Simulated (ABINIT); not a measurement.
# P2Ir (P2_1/c): G0W0 with ABINIT, start to end

Wanted: ground state, empty states, screening and self-energy for P2Ir (P2_1/c).

Method: LDA and many-body steps on it, plane waves, in ABINIT 10.8.3.

## Step 1: Set-up

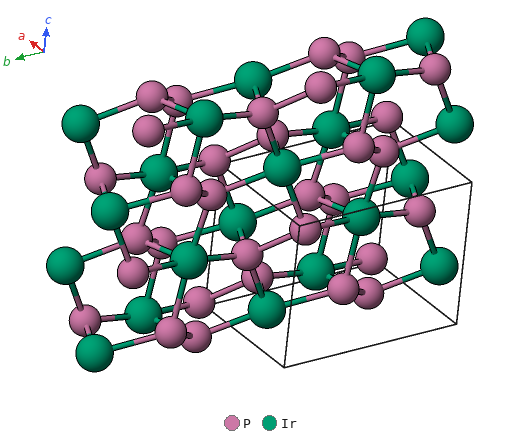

The starting structure, seen from a free direction (phosphorus pink, iridium teal). 1×2×2 cells are drawn. Some periodic images of atoms are drawn too.

The cell and positions are those that the Materials Project relaxed with its own functionals (PBE, PBE+U or r2SCAN), kept fixed. Spin-orbit coupling is left out unless a step names it.

## Step 2: Ground state

This step: ABINIT 10.8.3; DFT, LDA, plane waves, norm-conserving pseudopotentials.

The ground-state density comes first.

The input, run.abi:

```
acell 3*1.0 Angstrom
rprim 
  5.772335097500 0.000000000000 -0.000000000000
  0.000000000000 5.806731510000 0.000000000000
  -2.128499726500 0.000000000000 5.473140883600
ntypat 2
znucl 15 77
natom 12
typat 1 1 1 1 1 1 1 1 2 2 2 2
xred 
  0.158006700000 0.881881860000 0.870287720000
  0.841993300000 0.381881860000 0.629712280000
  0.841993300000 0.118118140000 0.129712280000
  0.158006700000 0.618118140000 0.370287720000
  0.334322990000 0.377205270000 0.188546390000
  0.665677010000 0.877205270000 0.311453610000
  0.665677010000 0.622794730000 0.811453610000
  0.334322990000 0.122794730000 0.688546390000
  0.271866410000 0.498830410000 0.791578690000
  0.728133590000 0.998830410000 0.708421310000
  0.728133590000 0.501169590000 0.208421310000
  0.271866410000 0.001169590000 0.291578690000
pp_dirpath "pseudos"
pseudos "P.upf, Ir.upf"
ecut 24
ngkpt 4 4 4
nshiftk 1
shiftk 0 0 0
kptopt 1
chksymbreak 0
nband 64
occopt 1
tolvrs 1e-08
nstep 60
prtwf 0
optforces 0
optstress 0
indata_prefix "in"
outdata_prefix "out"
tmpdata_prefix "tmp"
```

Run with:

```sh
> OMP_NUM_THREADS=1 mpirun -n 8 abinit run.abi > log
```

Numbers of over 12 decimals in the logs are rounded to 6 here.

Output:

```text
.Version 10.8.3 of ABINIT. v10.8.2 released Aug 2026.

 Symmetries : space group P2_1/c (# 14); Bravais mP (primitive monocl.)
================================================================================
 Values of the parameters that define the memory need of the present run
     intxc =       0    ionmov =       0      iscf =       7    lmnmax =       8
     lnmax =       8     mgfft =      50  mpssoang =       4    mqgrid =    3001
     natom =      12  nloc_mem =       1    nspden =       1   nspinor =       1
    nsppol =       1      nsym =       4    n1xccc =    2501    ntypat =       2
    occopt =       1   xclevel =       1
-    mband =          64        mffmem =           1         mkmem =           4
       mpw =        6968          nfft =      125000          nkpt =          30
================================================================================
  Rough estimation (10% accuracy) of disk space for files :
================================================================================

--------------------------------------------------------------------------------
------------- Echo of variables that govern the present computation ------------
--------------------------------------------------------------------------------
 -outvars: echo values of preprocessed input variables --------
            acell      1.8897261259E+00  1.8897261259E+00  1.8897261259E+00 Bohr

      chksymbreak           0
             ecut      2.40000000E+01 Hartree
-          fftalg         312

              ixc       -1012
              kpt      0.00000000E+00  0.00000000E+00  0.00000000E+00
                       2.50000000E-01  0.00000000E+00  0.00000000E+00
                       5.00000000E-01  0.00000000E+00  0.00000000E+00
                       0.00000000E+00  2.50000000E-01  0.00000000E+00
                       2.50000000E-01  2.50000000E-01  0.00000000E+00
                       5.00000000E-01  2.50000000E-01  0.00000000E+00
                       0.00000000E+00  5.00000000E-01  0.00000000E+00
                       2.50000000E-01  5.00000000E-01  0.00000000E+00
                       5.00000000E-01  5.00000000E-01  0.00000000E+00
   [... 19 further rows ...]
                       2.50000000E-01  5.00000000E-01  5.00000000E-01
                       5.00000000E-01  5.00000000E-01  5.00000000E-01
         kptrlatt        4    0    0      0    4    0      0    0    4
          kptrlen      4.36325298E+01
P           mkmem           4
            natom          12
            nband          64
            ngfft          50      50      50
             nkpt          30
            nstep          60
             nsym           4
           ntypat           2
              occ      2.000000  2.000000  2.000000  2.000000  2.000000  2.000000
                       2.000000  2.000000  2.000000  2.000000  2.000000  2.000000
                       2.000000  2.000000  2.000000  2.000000  2.000000  2.000000
                       2.000000  2.000000  2.000000  2.000000  2.000000  2.000000
                       2.000000  2.000000  2.000000  2.000000  2.000000  2.000000
                       2.000000  2.000000  2.000000  2.000000  2.000000  2.000000
                       2.000000  2.000000  2.000000  2.000000  2.000000  2.000000
                       2.000000  2.000000  2.000000  2.000000  2.000000  2.000000
                       2.000000  2.000000  2.000000  2.000000  2.000000  2.000000
                       0.000000  0.000000  0.000000  0.000000  0.000000  0.000000
                       0.000000  0.000000  0.000000  0.000000
        optforces           0
        optstress           0
            prtwf           0
            rprim      5.7723350975E+00  0.0000000000E+00 -0.0000000000E+00
[...]
spgroup          14

           tolvrs      1.00000000E-08

             xred      1.5800670000E-01  8.8188186000E-01  8.7028772000E-01
[...]
znucl       15.00000   77.00000

================================================================================

 chkinp: Checking input parameters for consistency.

================================================================================
== DATASET  1 ==================================================================
-   mpi_nproc: 8, omp_nthreads: 1 (-1 if OMP is not activated)

--- !DatasetInfo
iteration_state: {dtset: 1, }
dimensions: {natom: 12, nkpt: 30, mband: 64, nsppol: 1, nspinor: 1, nspden: 1, mpw: 6968, }
cutoff_energies: {ecut:  24.0, pawecutdg:  -1.0, }
electrons: {nelect:   1.08000000E+02, charge:   0.00000000E+00, occopt:   1.00000000E+00, tsmear:   1.00000000E-02, }

 Real(R)+Recip(G) space primitive vectors, cartesian coordinates (Bohr,Bohr^-1):
 R(1)= 10.9081324  0.0000000  0.0000000  G(1)=  0.0916747  0.0000000  0.0356522
 R(2)=  0.0000000 10.9731322  0.0000000  G(2)=  0.0000000  0.0911317  0.0000000
 R(3)= -4.0222815  0.0000000 10.3427373  G(3)=  0.0000000  0.0000000  0.0966862
 Unit cell volume ucvol=  1.2379882E+03 bohr^3
 Angles (23,13,12)=  9.00000000E+01  1.11251015E+02  9.00000000E+01 degrees

 getcut: wavevector=  0.0000  0.0000  0.0000  ngfft=  50  50  50
         ecut(hartree)=     24.000   => boxcut(ratio)=   2.04307

--- Pseudopotential description ------------------------------------------------
- P Generated using ONCVPSP code by D. R. Hamann
[...]
nproj     2     2     2     2
  pspatm : epsatm=   27.56253566
         --- l  ekb(1:nproj) -->
[...]
pspatm: atomic psp has been read  and splines computed

   1.79823461E+04                                ecore*ucvol(ha*bohr**3)
--------------------------------------------------------------------------------

_setup2: Arith. and geom. avg. npw (full set) are    6951.109    6951.096

================================================================================

--- !BeginCycle
iteration_state: {dtset: 1, }
solver: {iscf: 7, nstep: 60, nline: 4, wfoptalg: 0, }
tolerances: {tolvrs: 1.00E-08, }

     iter   Etot(hartree)      deltaE(h)  residm     vres2
 ETOT  1  -515.27445434364    -5.153E+02 9.758E-02 4.500E+01
 ETOT  2  -515.62325107991    -3.488E-01 2.527E-02 5.890E+02
 ETOT  3  -515.79625857041    -1.730E-01 1.209E-02 1.017E+02
 ETOT  4  -515.82936502033    -3.311E-02 1.922E-02 3.254E+00
 ETOT  5  -515.83041514092    -1.050E-03 9.689E-03 1.226E-01
 ETOT  6  -515.83046094919    -4.581E-05 3.352E-03 1.287E-03
 ETOT  7  -515.83046132282    -3.736E-07 4.668E-03 1.983E-04
 ETOT  8  -515.83046137999    -5.716E-08 3.006E-03 3.678E-07
 ETOT  9  -515.83046138012    -1.338E-10 3.293E-03 3.898E-08
 ETOT 10  -515.83046138013    -1.455E-11 1.195E-03 3.179E-09

 At SCF step   10       vres2   =  3.18E-09 < tolvrs=  1.00E-08 =>converged.

--- !ResultsGS
iteration_state: {dtset: 1, }
comment   : Summary of ground state results
lattice_vectors:
- [ 10.9081324,   0.0000000,  -0.0000000, ]
- [  0.0000000,  10.9731322,   0.0000000, ]
- [ -4.0222815,   0.0000000,  10.3427373, ]
lattice_lengths: [  10.90813,   10.97313,   11.09734, ]
lattice_angles: [ 90.000, 111.251,  90.000, ] # degrees, (23, 13, 12)
lattice_volume:   1.2379882E+03
convergence: {deltae: -1.455E-11, res2:  3.179E-09, residm:  1.195E-03, diffor:  0.000E+00, }
etotal    :  -5.15830461E+02
entropy   :   0.00000000E+00
fermie    :   3.71267225E-01
cartesian_stress_tensor: null
pressure_GPa: null
xred      :
- [  1.5801E-01,   8.8188E-01,   8.7029E-01,  P]
- [  8.4199E-01,   3.8188E-01,   6.2971E-01,  P]
- [  8.4199E-01,   1.1812E-01,   1.2971E-01,  P]
- [  1.5801E-01,   6.1812E-01,   3.7029E-01,  P]
- [  3.3432E-01,   3.7721E-01,   1.8855E-01,  P]
- [  6.6568E-01,   8.7721E-01,   3.1145E-01,  P]
- [  6.6568E-01,   6.2279E-01,   8.1145E-01,  P]
- [  3.3432E-01,   1.2279E-01,   6.8855E-01,  P]
- [  2.7187E-01,   4.9883E-01,   7.9158E-01, Ir]
- [  7.2813E-01,   9.9883E-01,   7.0842E-01, Ir]
- [  7.2813E-01,   5.0117E-01,   2.0842E-01, Ir]
- [  2.7187E-01,   1.1696E-03,   2.9158E-01, Ir]
cartesian_forces: null
force_length_stats: {min: null, max: null, mean: null, }

 Integrated electronic density in atomic spheres:
 ------------------------------------------------
 Atom  Sphere_radius  Integrated_density
[...]
================================================================================

 ----iterations are completed or convergence reached----

 Mean square residual over all n,k,spin=   49.798E-07; max=  11.949E-04
 reduced coordinates (array xred) for   12 atoms
[...]
0.334322990000      0.122794730000      0.688546390000
       0.271866410000      0.498830410000      0.791578690000
       0.728133590000      0.998830410000      0.708421310000
       0.728133590000      0.501169590000      0.208421310000
       0.271866410000      0.001169590000      0.291578690000
 rms dE/dt=  0.0000E+00; max dE/dt=  0.0000E+00; dE/dt below (all hartree)
    1       0.000000000000      0.000000000000      0.000000000000
    2       0.000000000000      0.000000000000      0.000000000000
    3       0.000000000000      0.000000000000      0.000000000000
    4       0.000000000000      0.000000000000      0.000000000000
    5       0.000000000000      0.000000000000      0.000000000000
    6       0.000000000000      0.000000000000      0.000000000000
    7       0.000000000000      0.000000000000      0.000000000000
    8       0.000000000000      0.000000000000      0.000000000000
    9       0.000000000000      0.000000000000      0.000000000000
[...]
cartesian coordinates (angstrom) at end:
[...]
8      0.464254     0.713036     3.768511
    9     -0.115571     2.896574     4.332422
   10      2.695157     5.799940     3.877290
   11      3.759406     2.910157     1.140719
   12      0.948679     0.0067915     1.595851
 length scales=  1.889726125908  1.889726125908  1.889726125908 bohr
              =  1.000000000000  1.000000000000  1.000000000000 angstroms
 prteigrs : about to open file out_EIG
 Fermi (or HOMO) energy (hartree) =   0.37127   Average Vxc (hartree)=  -0.44844
 Eigenvalues (hartree) for nkpt=  30  k points:
 kpt#   1, nband= 64, wtk=  0.01563, kpt=  0.0000  0.0000  0.0000 (reduced coord)
  -3.02729   -3.02725   -3.02712   -3.02707   -1.44374   -1.44373   -1.44013   -1.44007
  -1.43954   -1.43953   -1.43904   -1.43900   -1.43484   -1.43471   -1.43440   -1.43439
  -0.15408   -0.07391   -0.06990   -0.06833    0.02352    0.04149    0.04931    0.05206
   0.10407    0.13967    0.14018    0.14063    0.15027    0.17844    0.17982    0.19095
   0.19353    0.19967    0.20431    0.20574    0.22374    0.23259    0.23565    0.24083
   0.25240    0.26044    0.26708    0.27543    0.27932    0.28311    0.29061    0.29270
   0.29457    0.29678    0.29751    0.31237    0.31912    0.32397    0.39408    0.42349
   0.45763    0.47173    0.48275    0.51464    0.52847    0.53177    0.56151    0.56770
 prteigrs : prtvol=0 or 1, do not print more k-points.

--- !EnergyTerms
iteration_state     : {dtset: 1, }
comment             : Components of total free energy in Hartree
kinetic             :  1.49157411239939E+02
hartree             :  1.16256169289512E+02
xc                  : -1.01990484820632E+02
Ewald energy        : -3.47896746439862E+02
psp_core            :  1.45254581998647E+01
local_psp           : -3.77819024262270E+02
non_local_psp       :  3.19367554133128E+01
total_energy        : -5.15830461380135E+02
total_energy_eV     : -1.40364619220574E+04
band_energy         : -4.48325835219553E+01

== END DATASET(S) ==============================================================
================================================================================

 -outvars: echo values of variables after computation  --------
           etotal     -5.1583046138E+02
            nband          64
             nkpt          30
          spgroup          14
 [... the other variables as echoed above ...]

 Calculation completed.
```

The job ended after 83 s (8 MPI ranks of Intel Xeon 6975P-C (Granite Rapids), shared host; peak memory 1 GiB).

Numbers from this step:

| Quantity | Value |
| --- | --- |
| total energy | -14036.4619 eV |
| gap | 0.6207 eV |
| k of the valence top | 0.5, 0.5, 0.5 |
| k of the conduction bottom | 0, 0, 0 |
| least direct gap | 1.526 eV |

The gap is indirect, with the least direct gap 0.91 eV higher.

## Step 3: Empty states on the mesh, 2×2×2 mesh, 191 bands

The sums over transitions need many empty states on a uniform mesh; this step solves for them.

run.abi, as its differences from that of step 2:

```diff
@@ -25,3 +25,3 @@
 ecut 24
-ngkpt 4 4 4
+ngkpt 2 2 2
 nshiftk 1
@@ -30,9 +30,10 @@
 chksymbreak 0
-nband 64
-occopt 1
-tolvrs 1e-08
+iscf -2
+irdden 1
+istwfk *1
+nband 191
+nbdbuf 16
+tolwfr 1e-09
 nstep 60
-prtwf 0
-optforces 0
-optstress 0
+prtvol 0
 indata_prefix "in"
```

Output:

```text
.Version 10.8.3 of ABINIT. v10.8.2 released Aug 2026.

 Symmetries : space group P2_1/c (# 14); Bravais mP (primitive monocl.)
[... echo of the input left out ...]
== DATASET  1 ==================================================================
-   mpi_nproc: 8, omp_nthreads: 1 (-1 if OMP is not activated)

--- !DatasetInfo
iteration_state: {dtset: 1, }
dimensions: {natom: 12, nkpt: 8, mband: 191, nsppol: 1, nspinor: 1, nspden: 1, mpw: 6990, }
cutoff_energies: {ecut:  24.0, pawecutdg:  -1.0, }
electrons: {nelect:   1.08000000E+02, charge:   0.00000000E+00, occopt:   1.00000000E+00, tsmear:   1.00000000E-02, }

 Real(R)+Recip(G) space primitive vectors, cartesian coordinates (Bohr,Bohr^-1):
 R(1)= 10.9081324  0.0000000  0.0000000  G(1)=  0.0916747  0.0000000  0.0356522
 R(2)=  0.0000000 10.9731322  0.0000000  G(2)=  0.0000000  0.0911317  0.0000000
 R(3)= -4.0222815  0.0000000 10.3427373  G(3)=  0.0000000  0.0000000  0.0966862
 Unit cell volume ucvol=  1.2379882E+03 bohr^3
 Angles (23,13,12)=  9.00000000E+01  1.11251015E+02  9.00000000E+01 degrees

 getcut: wavevector=  0.0000  0.0000  0.0000  ngfft=  50  50  50
         ecut(hartree)=     24.000   => boxcut(ratio)=   2.04307

--- Pseudopotential description ------------------------------------------------
- P Generated using ONCVPSP code by D. R. Hamann
- 15.00000   5.00000  180309                  znucl, zion, pspdat
12 -1012 2 -1 1298                            pspcod,pspxc,lmax,lloc,mmax
     nproj     2     2     2     0
  pspatm : epsatm=    7.03163270
         --- l  ekb(1:nproj) -->
             0    6.795192    1.078292
             1    3.452929    0.907117
             2   -3.024864   -0.802189
 pspatm: atomic psp has been read  and splines computed

- Ir Generated using ONCVPSP code by D. R. Hamann
- 77.00000  17.00000  180309                  znucl, zion, pspdat
12 -1012 3 -1 1296                            pspcod,pspxc,lmax,lloc,mmax
     nproj     2     2     2     2
  pspatm : epsatm=   27.56253566
         --- l  ekb(1:nproj) -->
[...]
pspatm: atomic psp has been read  and splines computed

--------------------------------------------------------------------------------

================================================================================
 prteigrs : about to open file out_EIG
 Non-SCF case, kpt    1 (  0.00000  0.00000  0.00000), residuals and eigenvalues=
  9.63E-10  2.13E-10  8.73E-10  1.96E-10  3.39E-10  3.82E-10  5.28E-10  7.25E-10
  9.99E-10  5.39E-10  6.15E-10  4.64E-10  5.26E-10  4.56E-10  4.08E-10  5.65E-10
  2.97E-10  2.17E-10  3.30E-10  4.97E-10  3.52E-10  4.94E-10  5.02E-10  8.36E-10
[...]
8.66E-07  9.59E-07  2.05E-05  1.33E-05  3.33E-05  1.14E-04  5.68E-04
 -3.0273E+00 -3.0273E+00 -3.0271E+00 -3.0271E+00 -1.4437E+00 -1.4437E+00
 -1.4401E+00 -1.4401E+00 -1.4395E+00 -1.4395E+00 -1.4390E+00 -1.4390E+00
 -1.4348E+00 -1.4347E+00 -1.4344E+00 -1.4344E+00 -1.5408E-01 -7.3910E-02
[...]
1.6211E+00  1.6280E+00  1.6333E+00  1.6413E+00  1.6564E+00  1.6588E+00
  1.6641E+00  1.6692E+00  1.6836E+00  1.6900E+00  1.6908E+00  1.6972E+00
  1.7087E+00  1.7127E+00  1.7305E+00  1.7468E+00  1.7509E+00
 prteigrs : prtvol=0 or 1, do not print more k-points.

--- !ResultsGS
iteration_state: {dtset: 1, }
comment   : Summary of ground state results
lattice_vectors:
- [ 10.9081324,   0.0000000,  -0.0000000, ]
- [  0.0000000,  10.9731322,   0.0000000, ]
- [ -4.0222815,   0.0000000,  10.3427373, ]
lattice_lengths: [  10.90813,   10.97313,   11.09734, ]
lattice_angles: [ 90.000, 111.251,  90.000, ] # degrees, (23, 13, 12)
lattice_volume:   1.2379882E+03
convergence: {deltae:  0.000E+00, res2:  0.000E+00, residm:  9.998E-10, diffor:  0.000E+00, }
etotal    :  -5.15830461E+02
entropy   :   0.00000000E+00
fermie    :   3.71267225E-01
cartesian_stress_tensor: null
pressure_GPa: null
xred      :
- [  1.5801E-01,   8.8188E-01,   8.7029E-01,  P]
- [  8.4199E-01,   3.8188E-01,   6.2971E-01,  P]
- [  8.4199E-01,   1.1812E-01,   1.2971E-01,  P]
[...]
- [  6.6568E-01,   6.2279E-01,   8.1145E-01,  P]
- [  3.3432E-01,   1.2279E-01,   6.8855E-01,  P]
- [  2.7187E-01,   4.9883E-01,   7.9158E-01, Ir]
- [  7.2813E-01,   9.9883E-01,   7.0842E-01, Ir]
- [  7.2813E-01,   5.0117E-01,   2.0842E-01, Ir]
- [  2.7187E-01,   1.1696E-03,   2.9158E-01, Ir]
cartesian_forces: null
force_length_stats: {min: null, max: null, mean: null, }

 Integrated electronic density in atomic spheres:
 ------------------------------------------------
 Atom  Sphere_radius  Integrated_density
[...]
================================================================================

 ----iterations are completed or convergence reached----

 Mean square residual over all n,k,spin=   50.855E-11; max=  99.982E-11
 reduced coordinates (array xred) for   12 atoms
[...]
0.728133590000      0.501169590000      0.208421310000
       0.271866410000      0.001169590000      0.291578690000

 cartesian coordinates (angstrom) at end:
    1     -0.940340     5.120851     4.763207
    2      3.519925     2.217485     3.446504
    3      4.584175     0.685880     0.709934
[...]
11      3.759406     2.910157     1.140719
   12      0.948679     0.0067915     1.595851
 length scales=  1.889726125908  1.889726125908  1.889726125908 bohr
              =  1.000000000000  1.000000000000  1.000000000000 angstroms
 prteigrs : about to open file out_EIG
 Eigenvalues (hartree) for nkpt=   8  k points:
 kpt#   1, nband=191, wtk=  0.12500, kpt=  0.0000  0.0000  0.0000 (reduced coord)
[...]
1.58397    1.58836    1.59614    1.60667    1.61075    1.61313    1.62107    1.62804
   1.63333    1.64132    1.65637    1.65878    1.66410    1.66916    1.68365    1.68995
   1.69084    1.69715    1.70868    1.71272    1.73049    1.74680    1.75088
 prteigrs : prtvol=0 or 1, do not print more k-points.

== END DATASET(S) ==============================================================
================================================================================

 -outvars: echo values of variables after computation  --------
            nband         191
             nkpt           8
          spgroup          14
 [... the other variables as echoed above ...]

 Calculation completed.
```

Elapsed: 61 s, on 8 MPI ranks; peak memory 0.97 GiB.

This step gave:

```yaml
gap: 0.6207 eV
k_of_the_valence_top: 0.5, 0.5, 0.5
k_of_the_conduction_bottom: 0, 0, 0
least_direct_gap: 1.526 eV
k_points_computed: 8
lowest_point_of_the_top_converged_band_above_the_valence_top: 33.12 eV
```

On this mesh the gap is 0.621 eV.

(Part 1 of 2 ends here.)

[Paths, hosts, dates, memory and timing lines, banners, echoed tables and standing remarks are left out of the program output.]

[Logs are printed without paths, hosts, clocks, repeated set-up lines and the standing remarks that a program may print on its own settings, such as how far it seeks lower states.]

[Runs of the session that timed out or met a known fault of the program may be left out.]

[Hosts, paths, dates, database ids (printed as entryN), source tags and the programs' standing remarks are cut or masked in the printed files.]

[G0W0 gaps are taken among the corrected bands and points alone; a level outside them can change the order at an edge.]

[Where Ansatz stands beside ABINIT at settings called matched, ABINIT's density can come from a denser mesh and the files from another edition; pairs whose starting gaps differed by over 0.03 eV were left out, so agreement reads better than it is.]
